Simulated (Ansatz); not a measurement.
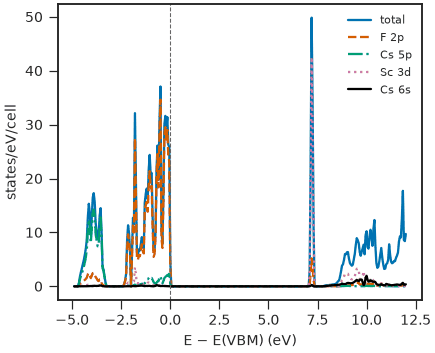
Figure. Total and projected density of states of Cs$_{2}$NaScF$_{6}$ in space group Fm-3m (No. 225; Cs on 8c, Na on 4b, Sc on 4a, F on 24e), LDA in the plane-wave PAW code Ansatz

Problem. Which orbitals carry the states next to the gap?

Solution. Top 1 eV of the valence band: F 2p 92 %, Cs 5p 6 %. Bottom 1 eV of the conduction band: Sc 3d 85 %, F 2p 11 %. Projections are on Löwdin-orthogonalised atomic valence shells; empty p or d shells of many metals are not among them.

Problem. Where is the tallest occupied peak in this window, and what makes it?

Solution. Near -0.5 eV, about 37 states/eV per cell; the largest projected share is F 2p.

The workflow started from a Materials Project entry (that database holds measured and hypothetical structures alike); the Crystallography Open Database copy checked does not list it. Its standing as an ambient phase is unchecked. The LDA relaxation kept the symmetry of its start; phonons on a q-mesh show no instability. No spin polarisation was allowed. Scalar-relativistic: spin–orbit coupling is off unless named, which matters more the heavier the elements.

Potentials: the later of the program's two PAW sets.
